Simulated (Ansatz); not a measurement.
# U-wB97X/6-31G(d) (spherical functions) run of CH4ClGeO (SMILES [CH3][Ge]([OH])[Cl])

What is the vertical ionisation energy of CH4ClGeO at U-wB97X/6-31G* (spherical functions)? 

The results are computed with Ansatz 0.2.0.

122 further runs of the same task are left out: 122 set aside as unsound or not needed.

**1. Starting point**

CH4ClGeO: 8 atoms, total charge 0, spin state doublet. As SMILES, `[CH3][Ge]([OH])[Cl]`. The shape is that of a PBE0-D4/def2-TZVP optimisation. This is one conformer, not always the lowest.

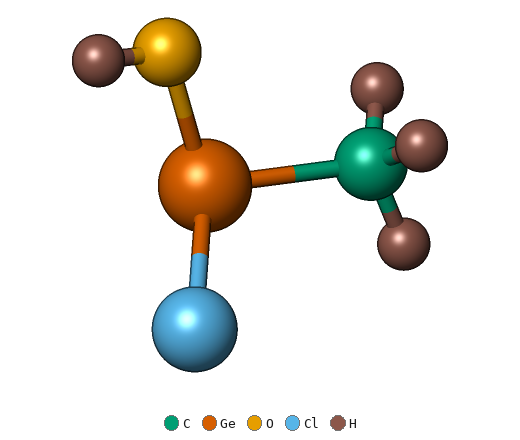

Viewed from a chosen angle; carbon teal, germanium orange, oxygen amber, chlorine blue, hydrogen brown.

**2. A single-point energy at U-wB97X/6-31G(d) (spherical functions)**

Contents of run.yaml:

```yaml
crystal:
  periodic: [false, false, false]
  atoms:
    - {symbol: C, position_ang: [0.070000, 1.235100, -0.045900]}
    - {symbol: Ge, position_ang: [-0.661500, -0.553500, 0.272700]}
    - {symbol: O, position_ang: [0.714600, -1.504600, 0.880000]}
    - {symbol: Cl, position_ang: [-1.247100, -1.432100, -1.639400]}
    - {symbol: H, position_ang: [0.419500, 1.652400, 0.898100]}
    - {symbol: H, position_ang: [0.906900, 1.122600, -0.737600]}
    - {symbol: H, position_ang: [-0.694800, 1.876200, -0.480900]}
    - {symbol: H, position_ang: [0.584600, -2.453200, 0.797100]}
basis:
  gaussian: {orbitals: 6-31G_st_-spherical.json}
magnetization: {spin_polarized: true, initial_magnetization: 1}
hamiltonian: {xc: {name: wB97X}}
accuracy: high
output: {orbitals: {seedname: orbitals}}
```

The basis set 6-31G* is read from a file made from the Basis Set Exchange's data (not shown).

The run is started by

```bash
ansatz run run.yaml --threads 1 --pin off --max-ram 3480MiB --events-out events.jsonl --progress --plain --runs-dir runs
```

Log:

```text
Warning: RAYON_NUM_THREADS=1 ignored (pool sized by the plan → 1); use --threads N
Functional definition: wB97X
  name "wB97X"
  parameter omega = 0.3/bohr
  parameter cx = 0.157706
  parameter cx1 = 0.726479
  parameter cx2 = 1.04760
  parameter cx3 = -5.70635
  parameter cx4 = 13.2794
  parameter css1 = -4.33879
  parameter css2 = 18.2308
  parameter css3 = -31.7430
  parameter css4 = 17.2901
  parameter cos1 = 2.37031
  parameter cos2 = -11.3995
  parameter cos3 = 6.58405
  parameter cos4 = -3.78132
  exchange = spin_sum(e_x_unif_sr(omega)*poly(b97_u_x, 1 - cx, cx1, cx2, cx3, cx4)) + cx*exact_x_sr(omega)
      + exact_x_lr(omega)
  correlation = spin_sum(e_c_pw_same_spin*poly(b97_u_same, 1, css1, css2, css3, css4))
      + integral(e_c_pw_opposite_spin*poly(b97_u_opposite, 1, cos1, cos2, cos3, cos4))
1884 factors; integrals over basis functions are off by at most 7.8e-9 eV
357 factors; integrals over basis functions are off by at most 2.0e-9 eV
mean field evaluation 1: about -72177.8099 eV, gradient 3.6e1 eV
mean field evaluation 2: about -72176.3083 eV, gradient 4.3e1 eV
mean field evaluation 4: about -72182.9284 eV, gradient 1.4e0 eV
mean field evaluation 8: about -72183.0569 eV, gradient 7.1e-2 eV
mean field evaluation 16: about -72183.0570 eV, gradient 4.6e-4 eV
mean field -72183.05700458 eV, -2652.6784174850 hartree, gradient 4.1e-8 eV, S^2 0.753969; 0 other end points of the search recorded, 0 dependent functions left out
reference -72183.05700190 eV, -2652.6784173864 hartree; 34, 33 occupied and 52, 53 virtual orbitals, 1884 factors
Total energy: -72183.05700190 eV, -2652.6784173864 hartree
```

Wall time 68 s (1 thread of Arm Neoverse V2, shared host); peak memory 0.96 GiB.

**3. The singlet cation at the same level**

Contents of input.yaml:

```yaml
crystal:
  periodic: [false, false, false]
  atoms:
    - {symbol: C, position_ang: [0.070000, 1.235100, -0.045900]}
    - {symbol: Ge, position_ang: [-0.661500, -0.553500, 0.272700]}
    - {symbol: O, position_ang: [0.714600, -1.504600, 0.880000]}
    - {symbol: Cl, position_ang: [-1.247100, -1.432100, -1.639400]}
    - {symbol: H, position_ang: [0.419500, 1.652400, 0.898100]}
    - {symbol: H, position_ang: [0.906900, 1.122600, -0.737600]}
    - {symbol: H, position_ang: [-0.694800, 1.876200, -0.480900]}
    - {symbol: H, position_ang: [0.584600, -2.453200, 0.797100]}
basis:
  gaussian: {orbitals: 6-31G_st_-spherical.json}
total_charge: 1
hamiltonian: {xc: {name: wB97X}}
accuracy: high
output: {orbitals: {seedname: orbitals}}
```

The basis set 6-31G* is read from a file made from the Basis Set Exchange's data (not shown).

The run is started by

```bash
ansatz run input.yaml --threads 1 --pin off --max-ram 3480MiB --events-out events.jsonl --progress --plain --runs-dir runs
```

Log (excerpt; [...] marks lines left out):

```text
Warning: RAYON_NUM_THREADS=1 ignored (pool sized by the plan → 1); use --threads N
[... 2 set-up lines as earlier in the session ...]
[...]
      + exact_x_lr(omega)
[...]
      + integral(e_c_pw_opposite_spin*poly(b97_u_opposite, 1, cos1, cos2, cos3, cos4))
1882 factors; integrals over basis functions are off by at most 7.8e-9 eV
357 factors; integrals over basis functions are off by at most 2.0e-9 eV
[...]
mean field -72174.60648180 eV, -2652.3678665009 hartree, gradient 4.1e-8 eV, S^2 0.000000; 0 other end points of the search recorded, 0 dependent functions left out
reference -72174.60647892 eV, -2652.3678663948 hartree; 33, 33 occupied and 53, 53 virtual orbitals, 1882 factors
Total energy: -72174.60647892 eV, -2652.3678663948 hartree
```

Wall time 35 s (1 thread of Arm Neoverse V2, shared host); peak memory 0.55 GiB.

**4. Outcome**

Level: U-wB97X/6-31G* (spherical functions).

| quantity | value |
| --- | --- |
| doublet CH4ClGeO: total energy | -2652.67842 Eh |
| doublet CH4ClGeO: HOMO energy (highest over α and β) | -8.39 eV |
| doublet CH4ClGeO: LUMO energy (lowest over α and β) | -1.46 eV |
| doublet CH4ClGeO: ⟨S²⟩ | 0.754 |
| singlet cation: total energy | -2652.36787 Eh |
| singlet cation: HOMO energy | -17.06 eV |
| singlet cation: LUMO energy | -8.55 eV |
| singlet cation: HOMO–LUMO gap | 8.51 eV |
| vertical ionisation energy (to the singlet cation) | 8.451 eV |

What this shows: Removing an electron at fixed nuclei costs 8.45 eV (815 kJ/mol). Only the singlet of the ionised species was computed; a triplet could lie lower.
